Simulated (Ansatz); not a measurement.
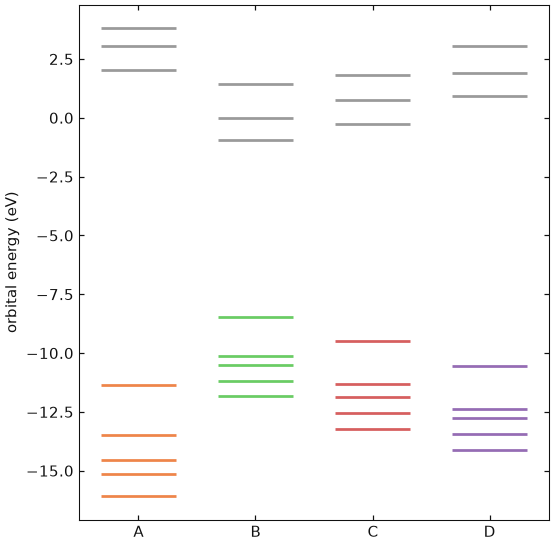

Frontier orbital energies of Si₂H₄OF₂, SMILES O[Si@H](F)[SiH2]F at one geometry, def2-TZVPP, the Ansatz code, at a PBE0-D4/def2-TZVP geometry (a minimum by its frequencies). Empty levels are grey, levels within 0.1 eV stand side by side; all columns show the same few orbitals around the gap.

The columns come from BHLYP, HF, r2SCAN0 and ωB97X-V. Which is which?

Answer. A: HF (HOMO −11.36, LUMO 2.04, separation 13.40 eV)
B: r2SCAN0 (HOMO −8.45, LUMO −0.95, separation 7.49 eV)
C: BHLYP (HOMO −9.49, LUMO −0.25, separation 9.24 eV)
D: ωB97X-V (HOMO −10.56, LUMO 0.93, separation 11.49 eV)

Caveats, for all or some of the runs: empty levels above zero depend strongly on the basis; one conformer of a flexible molecule.
